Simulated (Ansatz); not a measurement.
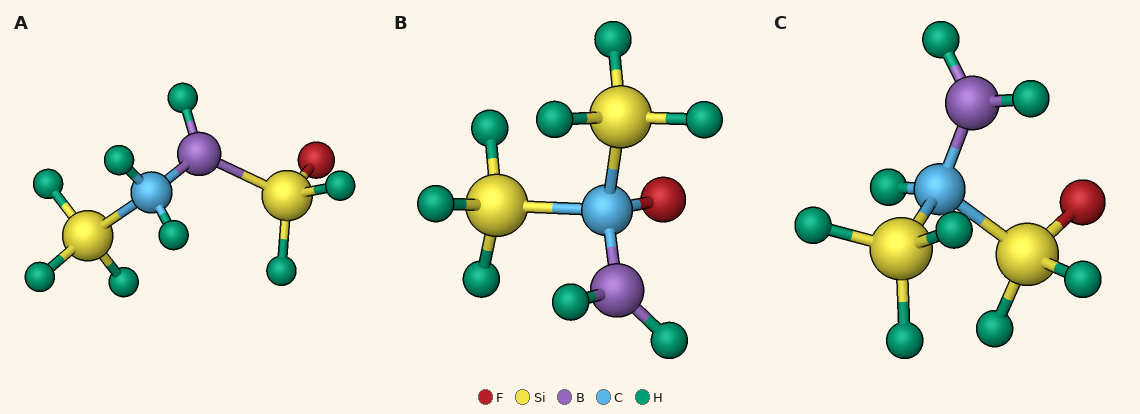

Figure made from data computed with Ansatz.

**Which panel belongs to which SMILES?**
(1) B[C@H]([SiH3])[SiH2]F
(2) F[SiH2]BC[SiH3]
(3) BC(F)([SiH3])[SiH3]

A is (2), B is (3), C is (1).
